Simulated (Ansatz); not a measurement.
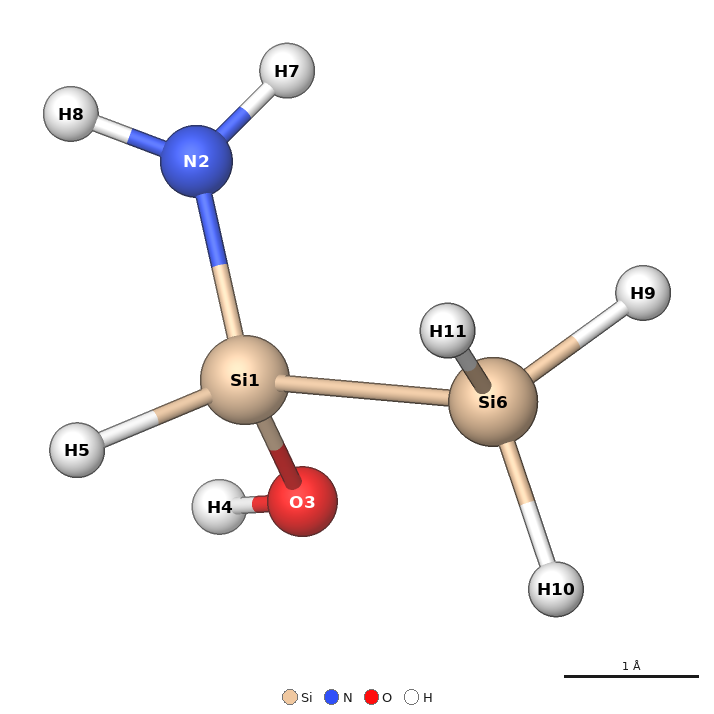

The computed structure is the end point of a PBE0-D4/def2-TZVP optimisation.

Q: Describe the coordination of atom 2.

A: N2 has 3 neighbours (Si1 at 1.71, H7 at 1.01, H8 at 1.00 Å); the arrangement is trigonal planar.

Q: What is the geometry at Si1?

A: Si1 has 4 neighbours (N2 at 1.71, O3 at 1.65, H5 at 1.49, Si6 at 2.34 Å); the arrangement is tetrahedral.

Q: How are the neighbours of atom 6 arranged?

A: Si6 has 4 neighbours (Si1 at 2.34, H9 at 1.49, H10 at 1.49, H11 at 1.49 Å); the arrangement is tetrahedral.

Q: Describe the coordination of atom 3.

A: O3 has 2 neighbours (Si1 at 1.65, H4 at 0.96 Å); the arrangement is bent.
